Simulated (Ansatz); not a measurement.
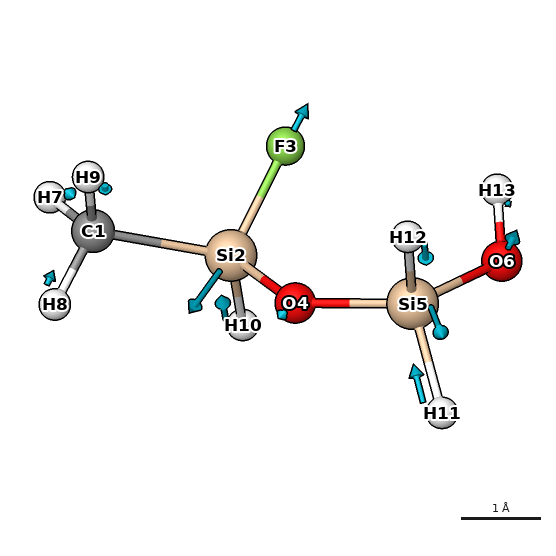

Arrows show the forces on the atoms, 3 Å of arrow for 1 eV/Å; forces under a tenth of the largest aren't drawn. Level of theory: ωB97M-V/def2-TZVPP (Ansatz 0.2.0).

On which atom is the force largest, and how large is it?

Answer. On Si5: 0.33 eV/Å.

List the force components in the frame of the picture (x right, y up, z towards the viewer), in eV/Å.

```tsv
atom	Fx	Fy	Fz
C1	−0.03	0.01	0.00
Si2	−0.13	−0.18	−0.18
F3	0.06	0.12	−0.03
O4	−0.03	−0.03	0.04
Si5	0.05	−0.13	0.30
O6	0.04	0.08	−0.07
H7	0.04	−0.03	0.06
H8	0.03	0.07	−0.02
H9	0.01	−0.05	−0.06
H10	−0.02	0.10	0.14
H11	−0.04	0.17	−0.04
H12	0.01	−0.10	−0.14
H13	0.02	−0.03	0.00
```
